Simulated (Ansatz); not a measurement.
AlCl₃H₃N

```xyz
8

Al   -0.5133    0.7452   -0.4486
N     0.5264   -0.7655    0.4604
Cl   -0.7448   -0.0533   -2.4315
Cl   -2.2834    0.8143    0.7701
H     1.4328   -0.4348    0.8071
Cl    0.8682    2.3780   -0.2272
H     0.0085   -1.1458    1.2594
H     0.7057   -1.5379   -0.1896
```

Level of theory: RKS B3LYP/cc-pVDZ (Ansatz).

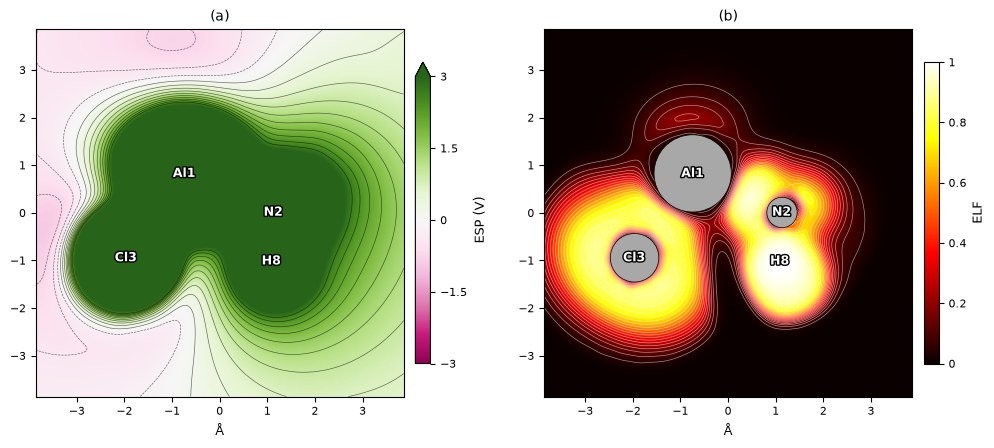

Figure 1. (a) electrostatic potential; (b) electron localisation function on the plane of atoms Al1, N2 and H8. Grey discs cover the atomic cores in the ELF map.

Question: What do the fields say about this system?

Answer: The section cuts through Al, N, Cl and H sites. Al–N (2.05 Å): the ELF peaks at about 0.95 in the valence shell of N, 0.7 Å from its nucleus, and is about 0.75 at the midpoint. Al–Cl (2.15 Å): the ELF peaks at about 0.85 in the valence shell of Cl, 0.9 Å from its nucleus, and is about 0.80 at the midpoint. N–H (1.03 Å): the ELF climbs to about 1 towards the hydrogen, as it does in any bond to H: an ordinary covalent bond to hydrogen. The ELF also peaks beside Cl3, away from the bonds: lone-pair regions. Outside the dense part of the molecule the potential is most negative (−0.9 V) near Cl3.

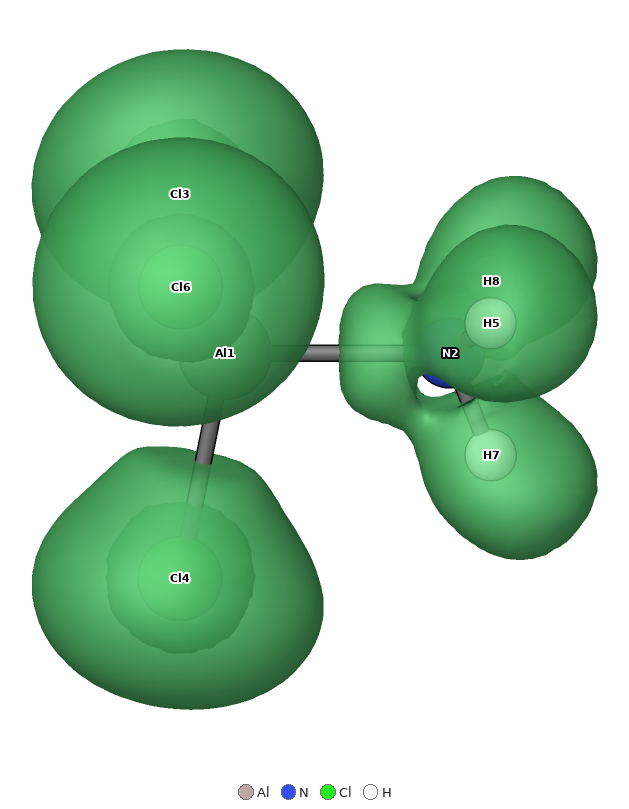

Figure 2. Isosurface of the electron localisation function at 0.75 (green), seen from one side. Core shells and regions of very low density are left out.

Question: What do the ELF domains correspond to?

Answer: The surface consists of three regions on Cl in which the atom's valence shell and bonds are merged and one joined region spread over several atoms (H, N), in which their bonds and any lone pairs are merged.

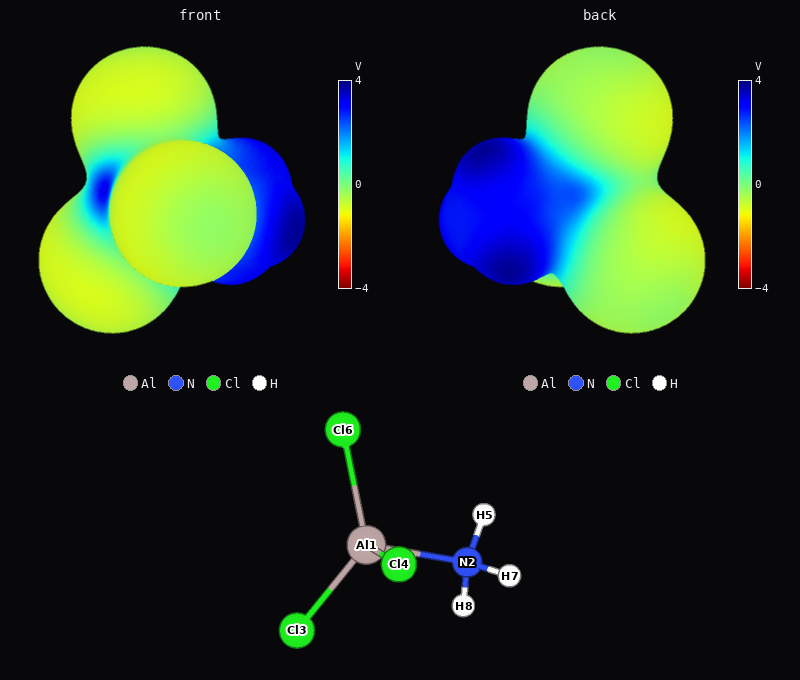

Figure 3. The electrostatic potential painted on the density surface at 0.004 e/bohr³, seen from the front and from behind; red is negative and blue positive. The bare structure is drawn below in the same view.

Question: Where is the surface potential most negative and most positive?

Answer: The most negative region (about −0.9 V) lies over Cl3, Cl4 and Cl6, the most positive (about +3.8 V) over H5, H7 and H8.

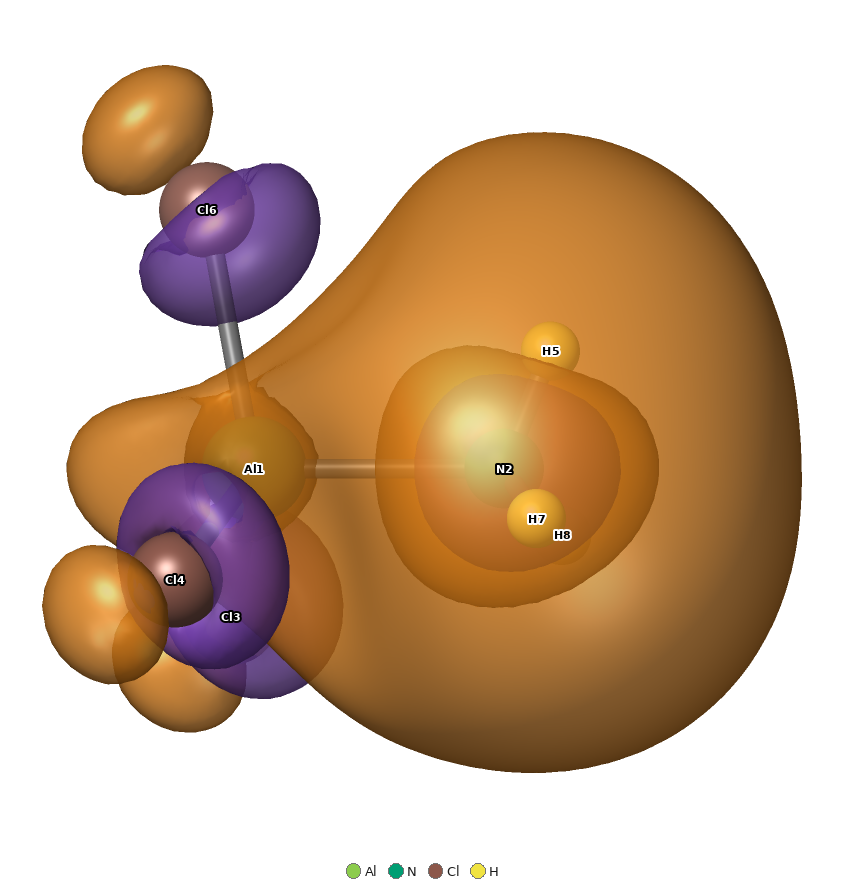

Figure 4. The LUMO at ±0.06 Å⁻³ᐟ² (orange and purple are the two phases), seen across its widest extent.

Question: What is the character of this orbital?

Answer: It lies mainly on N2 (about 20 %), H5 (about 15 %), H7 (about 15 %), H8 (about 15 %) and Al1 (about 15 %). Its energy is −0.48 eV.
